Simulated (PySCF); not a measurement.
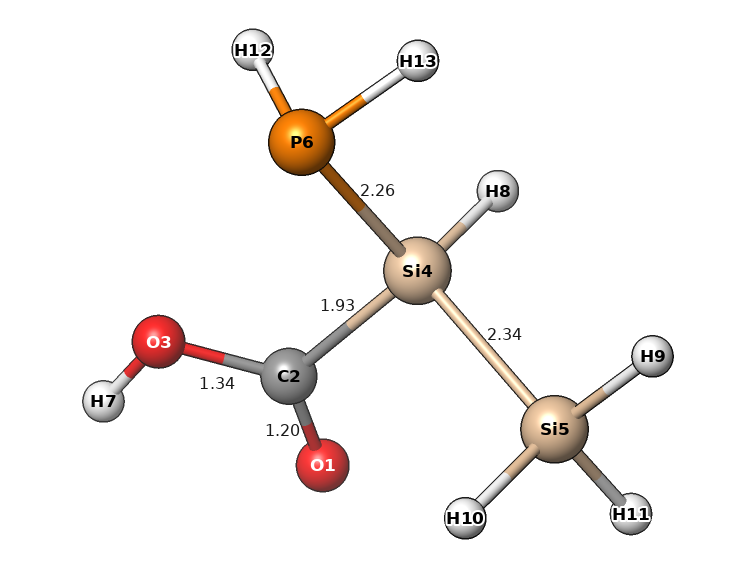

Bond lengths are marked in Å; every bond is drawn as one stick. Computed geometry: PBE0-D3(BJ)/def2-SVP optimisation. No frequency run is at hand to confirm it as a minimum.

Question: Assign a bond order to each marked bond.

Answer: O1–C2 double; C2–O3 single; C2–Si4 single; Si4–Si5 single; Si4–P6 single.

Question: Give the structure as SMILES.

Answer: O=C(O)[Si@H]([SiH3])P
